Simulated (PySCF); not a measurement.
# F5H6MoN3OZr: the cost of one run

Computed with PySCF 2.14.0; each step states its level. No surroundings beyond the atoms listed, unless a continuum is named. Atoms count from 0, parts from 1.

## Step 1: The system as given

Each species was relaxed by itself at GFN2-xTB.

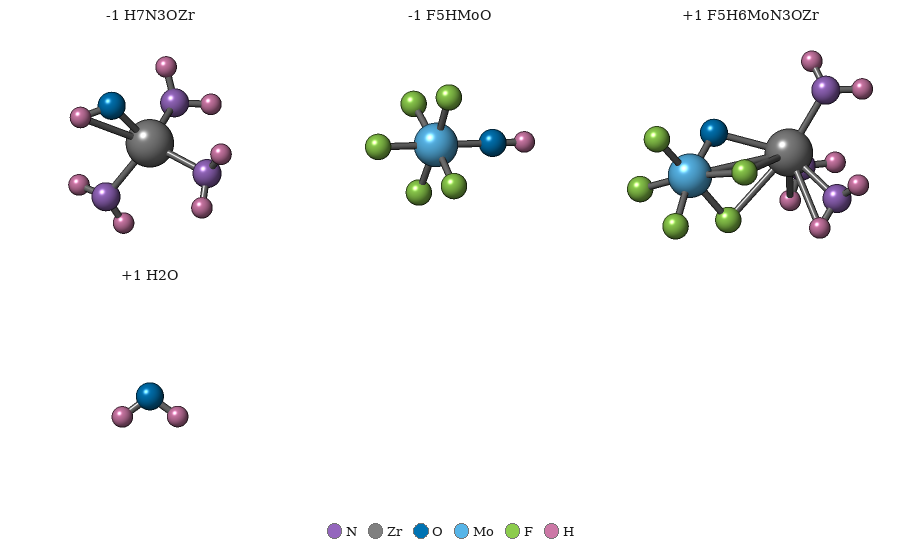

The species at one scale (nitrogen purple, zirconium grey, oxygen blue, molybdenum blue, fluorine green, hydrogen pink).

## Step 2: Energies of the species: PBE0-D3(BJ)/def2-SVPD

The job: settings as JSON, then the geometry in Å.

```
{"job": {"kind": "react", "xc": "PBE0", "basis": "def2-SVPD", "disp": "d3bj"}, "charge": 0, "multiplicity": 1}
-1 H7N3OZr charge 0 multiplicity 1
N     -1.509970     1.218300    -0.299080
Zr     0.165890     0.051600    -0.100200
N     -0.175040    -1.807140    -0.877020
N      0.612350    -0.136680     1.885310
O      1.544930     0.945160    -1.056510
H     -1.889460     1.246420    -1.256510
H     -2.296450     0.930440     0.300120
H      0.461080    -2.082540    -1.638320
H     -0.174190    -2.590360    -0.210080
H      0.249430     0.603650     2.501190
H      1.611390    -0.228890     2.116380
H      1.400030     1.850040    -1.365260

-1 F5HMoO charge 0 multiplicity 1
O     -0.352270     1.316030     0.418160
Mo     0.073930    -0.277690    -0.087740
F      0.507590    -1.900920    -0.602560
F     -1.529220    -0.889950     0.274380
F      1.707860     0.217920    -0.488530
F      0.604480    -0.715890     1.525590
F     -0.424030     0.044700    -1.738250
H     -0.588330     2.205800     0.698960

+1 F5H6MoN3OZr charge 0 multiplicity 1
N      1.567010     0.632850    -1.809030
Zr    -0.028300     0.453190    -0.548900
N      0.311320     2.046970     0.664840
N     -1.521710     1.243290    -1.692600
O     -0.533900    -1.655810    -0.364900
Mo    -0.252530    -2.041380     1.220910
F     -1.724120    -2.974880     1.532830
F      1.286640    -0.919640     1.125130
F     -1.099330    -0.442790     1.683290
F      0.760890    -3.465250     0.962250
F      0.139860    -2.128380     2.943130
H      2.445200     0.441400    -1.303180
H      1.720780     1.504000    -2.331530
H     -0.492320     2.659590     0.865240
H      0.667970     1.734920     1.578700
H     -1.762450     0.689190    -2.526490
H     -1.485010     2.222730    -1.999690

+1 H2O charge 0 multiplicity 1
O      0.001100     0.379290    -0.008690
H      0.771620    -0.192010     0.003680
H     -0.772720    -0.187280     0.005010
```

Method: PBE0-D3(BJ)/def2-SVPD reaction energy of separated species, gas phase.

The run is started by

```sh
$ OMP_NUM_THREADS=1 python cluster_run.py task.json out
```

This one command runs all jobs of the session in turn.

Q: Estimate the wall time and peak memory of this first job on 1 thread of AMD EPYC, shared host.

About 3 min, with a peak of 1.3 GiB.
